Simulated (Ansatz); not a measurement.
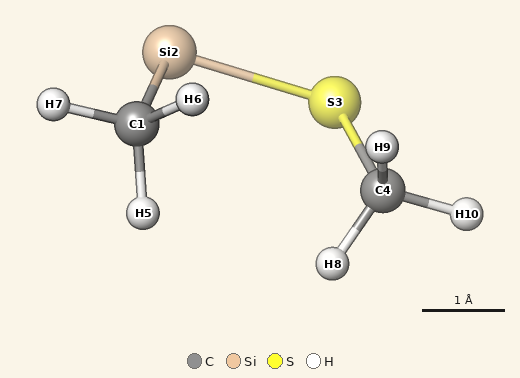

Figure 1. The starting structure (ball-and-stick view, seen at a tilt; atoms are numbered from 1 in the order of the input).

**Nudged elastic band of C2H6SSi**

System: C2H6SSi.
Method: RKS PBE-D4/6-31G* (Ansatz 0.2.0).

It belongs to a series of runs on one base structure; here: band between the two ends. Figures and captions count atoms from 1; the log counts them from 0 in places.

Input file
```yaml
crystal:
  periodic: [false, false, false]
  atoms:
    - { symbol: C, position_ang: [-0.481596, 1.51114, 0.215234] }
    - { symbol: Si, position_ang: [-1.563032, 0.674936, -1.149686] }
    - { symbol: S, position_ang: [-0.697813, -1.297609, -1.215418] }
    - { symbol: C, position_ang: [0.691878, -1.464281, -0.014982] }
    - { symbol: H, position_ang: [-0.583603, 0.995081, 1.189069] }
    - { symbol: H, position_ang: [0.594549, 1.508579, -0.040183] }
    - { symbol: H, position_ang: [-0.795713, 2.559092, 0.35511] }
    - { symbol: H, position_ang: [0.346282, -1.276514, 1.012847] }
    - { symbol: H, position_ang: [1.50645, -0.765406, -0.259599] }
    - { symbol: H, position_ang: [1.0658, -2.496417, -0.089392] }
basis:
  gaussian: { orbitals: "6-31G*" }
hamiltonian:
  xc: pbe
  dispersion: d4
neb:
  order_check: false
  images: 4
  f_tol: 0.05
  max_iterations: 60
  initial_path: idpp
  climbing: false
  final_atoms:
    - { symbol: C, position_ang: [-0.37084392, 1.5563652, 0.08061873] }
    - { symbol: Si, position_ang: [-1.62990443, 0.64721955, -1.06813788] }
    - { symbol: S, position_ang: [-0.88825415, -1.3736402, -0.98471865] }
    - { symbol: C, position_ang: [0.60209215, -1.50131629, 0.09423698] }
    - { symbol: H, position_ang: [-0.38448595, 1.1513458, 1.11068737] }
    - { symbol: H, position_ang: [0.66877059, 1.46647531, -0.28820345] }
    - { symbol: H, position_ang: [-0.6191207, 2.62987719, 0.13641507] }
    - { symbol: H, position_ang: [0.91137546, -2.55728874, 0.09992621] }
    - { symbol: H, position_ang: [0.36959058, -1.18572292, 1.12274923] }
    - { symbol: H, position_ang: [1.42398237, -0.88471389, -0.30057362] }
```

Command:
```bash
ansatz run input.yaml --threads 1 --pin off --max-ram 2048MiB --backend cpu --events-out ev --progress --plain --runs-dir out
```

What the program printed
```
Engine: ansatz 0.2.0, x86_64-unknown-linux-gnu
Functional definition: PBE
  parameter kappa = 0.804
  parameter beta = 0.06672455060314922
  exchange = pbe_x(kappa = kappa, mu = beta*pi^2/3)
  correlation = pbe_c(beta = beta)
1014 factors; their error is unknown
mean field evaluation 1: about -20862.7569 eV, gradient 6.2e1 eV
mean field evaluation 2: about -20846.0797 eV, gradient 9.3e1 eV
mean field evaluation 4: about -20871.7584 eV, gradient 6.7e0 eV
mean field evaluation 8: about -20871.9228 eV, gradient 1.6e-1 eV
mean field evaluation 16: about -20871.8415 eV, gradient 1.4e-4 eV
mean field -20871.84146149 eV, -767.0260262676 hartree, gradient 4.4e-5 eV, S^2 0.000000; 0 other end points of the search recorded, 0 dependent functions left out
the calculation of the forces begins
reference -20871.84148947 eV, -767.0260272958 hartree; 24, 24 occupied and 56, 56 virtual orbitals, 1014 factors
1014 factors; their error is unknown
mean field evaluation 32: about -20871.8416 eV, gradient 2.8e-3 eV
mean field -20871.84157683 eV, -767.0260305063 hartree, gradient 5.1e-5 eV, S^2 0.000000; 0 other end points of the search recorded, 0 dependent functions left out
[... from here on the field's lines of each further geometry are left out, up to the last ...]
NEB iter   1: max|band force component| = 8.236e-1 eV/Å  barrier→ = 0.2513 eV  barrier← = 0.2514 eV  Δτ_max = 0.1997 Å  (172 SCF iters)
NEB iter   2: max|band force component| = 2.699e-1 eV/Å  barrier→ = 0.0368 eV  barrier← = 0.0369 eV  Δτ_max = 0.1556 Å  (116 SCF iters)
NEB iter   3: max|band force component| = 3.364e-1 eV/Å  barrier→ = 0.0361 eV  barrier← = 0.0361 eV  Δτ_max = 0.0622 Å  (118 SCF iters)
NEB iter   4: max|band force component| = 5.729e-2 eV/Å  barrier→ = 0.0167 eV  barrier← = 0.0168 eV  Δτ_max = 0.0035 Å  (124 SCF iters)
the calculation of the forces begins
reference -20871.83571345 eV, -767.0258150308 hartree; 24, 24 occupied and 56, 56 virtual orbitals, 1014 factors
1014 factors; their error is unknown
mean field evaluation 288: about -20871.2939 eV, gradient 1.3e1 eV
mean field -20871.82884737 eV, -767.0255627072 hartree, gradient 1.7e-5 eV, S^2 0.000000; 1 other end points of the search recorded, 0 dependent functions left out
the calculation of the forces begins
reference -20871.82887512 eV, -767.0255637269 hartree; 24, 24 occupied and 56, 56 virtual orbitals, 1014 factors
NEB iter   5: max|band force component| = 3.444e-2 eV/Å  barrier→ = 0.0166 eV  barrier← = 0.0166 eV  Δτ_max = 0.0000 Å  (214 SCF iters)
```

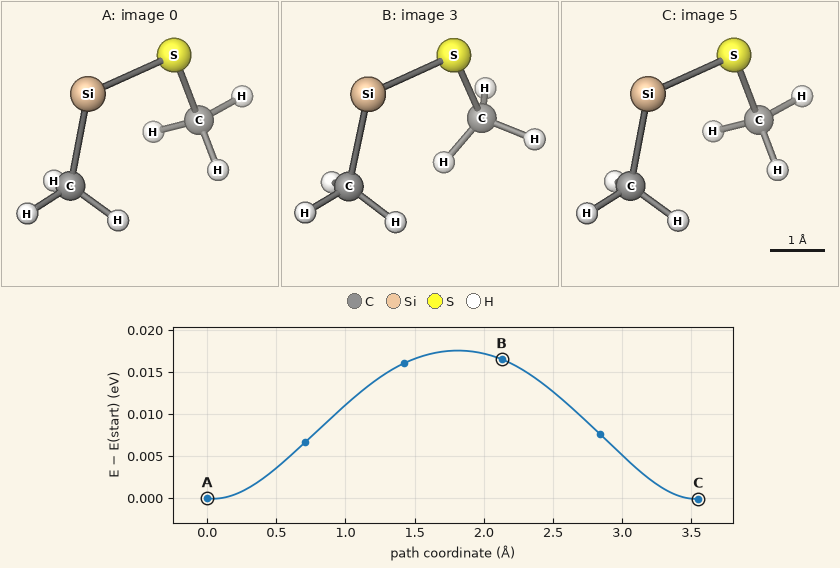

Figure 2. Images of the last band (counted from 0; ball-and-stick, seen at a tilt) above the energy along the path; the line is a cubic interpolation that uses the forces. The highest image is number 3, 0.017 eV above the start and 0.017 eV above the end; start and end have the same energy. The path is 3.55 Å long. The band converged in 5 iterations.

```
Total energy: -20872.06531054 eV, -767.0342525684 hartree
Atom 0 at    -0.173575     1.615983    -0.313803 Å, force     0.012648    -0.007086     0.006183 eV/Å
Atom 1 at    -1.671207     0.610196    -1.005459 Å, force    -0.010328     0.006478    -0.005501 eV/Å
Atom 2 at    -1.173071    -1.407353    -0.452406 Å, force     0.031372    -0.013662     0.019023 eV/Å
Atom 3 at     0.438728    -1.557733     0.438664 Å, force    -0.034650     0.014956    -0.014641 eV/Å
Atom 4 at    -0.086146     1.522567     0.785265 Å, force    -0.001160     0.003650    -0.000768 eV/Å
Atom 5 at     0.789124     1.295039    -0.752894 Å, force    -0.000871     0.001566    -0.001976 eV/Å
Atom 6 at    -0.310554     2.685633    -0.546711 Å, force    -0.000232     0.001796    -0.001454 eV/Å
Atom 7 at     0.275377    -2.185749     1.327455 Å, force     0.002527    -0.001758    -0.000386 eV/Å
Atom 8 at     0.830251    -0.578182     0.748125 Å, force    -0.003011    -0.009289     0.001529 eV/Å
Atom 9 at     1.164276    -2.051801    -0.225237 Å, force     0.003705     0.003349    -0.002010 eV/Å
Dipole moment:     0.547620     0.138195     0.275804 e Å
this run last wrote the band of iteration 5 to [file]
```

The last band as extended XYZ (Å, eV, eV/Å)
```
10
Properties=species:S:1:pos:R:3:forces:R:3 image=0 energy=-20872.08184
C    -0.4816    1.5111    0.2152   -0.0078  -0.0078   0.0048
Si   -1.5630    0.6749   -1.1497    0.0057  -0.0049   0.0005
S    -0.6978   -1.2976   -1.2154   -0.0011   0.0052  -0.0023
C     0.6919   -1.4643   -0.0150    0.0040   0.0046   0.0026
H    -0.5836    0.9951    1.1891    0.0006   0.0018  -0.0005
H     0.5945    1.5086   -0.0402    0.0050   0.0020  -0.0044
H    -0.7957    2.5591    0.3551   -0.0005   0.0060   0.0001
H     0.3463   -1.2765    1.0128    0.0017  -0.0037  -0.0005
H     1.5065   -0.7654   -0.2596   -0.0071  -0.0050  -0.0012
H     1.0658   -2.4964   -0.0894   -0.0006   0.0017   0.0009
10
Properties=species:S:1:pos:R:3:forces:R:3 image=1 energy=-20872.07514
C    -0.3690    1.5807    0.0414   -0.0032  -0.0004   0.0180
Si   -1.5871    0.6415   -1.1270   -0.0024  -0.0021  -0.0083
S    -0.8495   -1.3772   -0.9979    0.0141  -0.0034   0.0047
C     0.5937   -1.5265    0.1428   -0.0119   0.0055  -0.0131
H    -0.3880    1.1847    1.0738    0.0031  -0.0009  -0.0025
H     0.6768    1.5154   -0.3150    0.0000   0.0009  -0.0045
H    -0.6414    2.6490    0.0814    0.0000  -0.0001   0.0019
H     0.2426   -1.6135    1.1823   -0.0004   0.0090   0.0050
H     1.2688   -0.6628    0.0547    0.0044  -0.0039  -0.0059
H     1.1365   -2.4428   -0.1335   -0.0037  -0.0044   0.0046
10
Properties=species:S:1:pos:R:3:forces:R:3 image=2 energy=-20872.06579
C    -0.2777    1.6241   -0.1399    0.0073  -0.0067   0.0146
Si   -1.6300    0.6078   -1.0732   -0.0083   0.0061  -0.0087
S    -1.0039   -1.4214   -0.7335    0.0308  -0.0133   0.0186
C     0.5229   -1.5641    0.2974   -0.0287   0.0140  -0.0232
H    -0.2490    1.3892    0.9404    0.0002   0.0017  -0.0014
H     0.7348    1.4420   -0.5469   -0.0007   0.0036  -0.0035
H    -0.4900    2.7016   -0.2449   -0.0012   0.0019   0.0001
H     0.2432   -1.9311    1.2965    0.0003   0.0041   0.0042
H     1.0461   -0.6018    0.3919    0.0000  -0.0094  -0.0031
H     1.1867   -2.2975   -0.1848    0.0003  -0.0019   0.0025
10
Properties=species:S:1:pos:R:3:forces:R:3 image=3 energy=-20872.06528
C    -0.1736    1.6160   -0.3138    0.0126  -0.0071   0.0062
Si   -1.6712    0.6102   -1.0055   -0.0103   0.0065  -0.0055
S    -1.1731   -1.4074   -0.4524    0.0314  -0.0137   0.0190
C     0.4387   -1.5577    0.4387   -0.0347   0.0150  -0.0146
H    -0.0861    1.5226    0.7853   -0.0012   0.0037  -0.0008
H     0.7891    1.2950   -0.7529   -0.0009   0.0016  -0.0020
H    -0.3106    2.6856   -0.5467   -0.0002   0.0018  -0.0015
H     0.2754   -2.1857    1.3275    0.0025  -0.0018  -0.0004
H     0.8303   -0.5782    0.7481   -0.0030  -0.0093   0.0015
H     1.1643   -2.0518   -0.2252    0.0037   0.0033  -0.0020
10
Properties=species:S:1:pos:R:3:forces:R:3 image=4 energy=-20872.07418
C    -0.0589    1.5564   -0.4730    0.0116  -0.0005  -0.0060
Si   -1.6989    0.6500   -0.9423   -0.0079  -0.0018   0.0002
S    -1.3340   -1.3359   -0.1954    0.0113  -0.0027   0.0100
C     0.3382   -1.5072    0.5670   -0.0177   0.0072  -0.0017
H     0.0932    1.5820    0.6232   -0.0020   0.0010   0.0005
H     0.8331    1.0767   -0.9166   -0.0003  -0.0011   0.0018
H    -0.0968    2.6005   -0.8273    0.0014  -0.0008  -0.0013
H     0.2916   -2.3482    1.2750    0.0023  -0.0053  -0.0056
H     0.6330   -0.5944    1.1047   -0.0037  -0.0040   0.0062
H     1.0825   -1.7312   -0.2122    0.0049   0.0080  -0.0042
10
Properties=species:S:1:pos:R:3:forces:R:3 image=5 energy=-20872.08190
C    -0.0583    1.5649   -0.3449    0.0092  -0.0013   0.0063
Si   -1.5846    0.6706   -1.1208   -0.0012   0.0027  -0.0021
S    -1.2329   -1.3645   -0.5079    0.0043  -0.0013   0.0048
C     0.3158   -1.5127    0.4825   -0.0011   0.0028  -0.0021
H    -0.0349    1.4613    0.7569   -0.0004   0.0014  -0.0101
H     0.8988    1.1620   -0.7277   -0.0088   0.0040   0.0033
H    -0.0919    2.6418   -0.5823    0.0002  -0.0049   0.0009
H     0.4191   -2.5697    0.7706    0.0014   0.0038  -0.0006
H     0.2614   -0.8928    1.3903    0.0005  -0.0048  -0.0052
H     1.1909   -1.2121   -0.1137   -0.0042  -0.0022   0.0048
```

Results in brief

```json
{"quantity": "outcome", "value": "converged"}
{"quantity": "barrier, forward", "value": "0.017 eV"}
{"quantity": "barrier, backward", "value": "0.017 eV"}
{"quantity": "hardware", "value": "1 thread of Intel Xeon (Granite Rapids), 192 GiB of memory available, shared host"}
{"quantity": "wall time", "value": "40 s"}
{"quantity": "peak memory", "value": "0.13 GiB"}
```

Notes

The order of the saddle point was not checked.
